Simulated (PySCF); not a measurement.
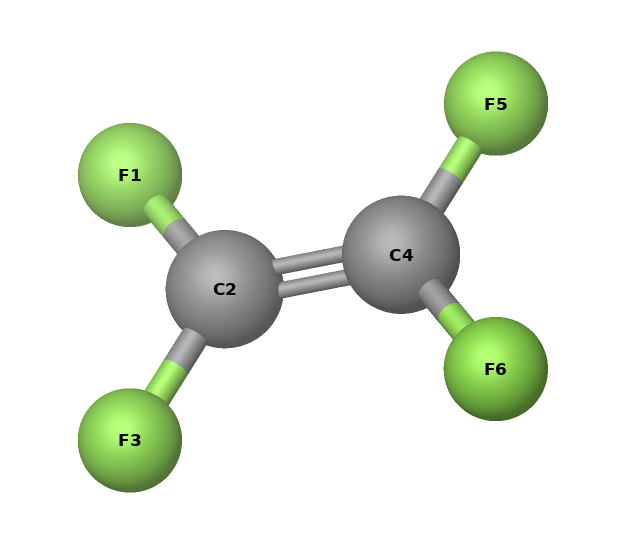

The geometry was computed by an optimisation with PBE0-D3(BJ)/def2-SVP. No frequency run is at hand to confirm it as a minimum. Method: B3LYP/cc-pVTZ indirect spin-spin coupling, non-relativistic, gas phase (PySCF 2.14.0). Isotopes: 13C, 19F.

Give the spin–spin coupling constants of these pairs, with the number of bonds between them: C2/F3, C2/F6, F3/C4, F1/F5, F3/F5.

```csv
pair,bonds apart,J (Hz)
"C2, F3",1,−339.2
"C2, F6",2,42.7
"F3, C4",2,42.6
"F1, F5",3,103.1
"F3, F5",3,−140.9
```

Density functionals are unreliable for couplings to fluorine, so those rows may be far off.
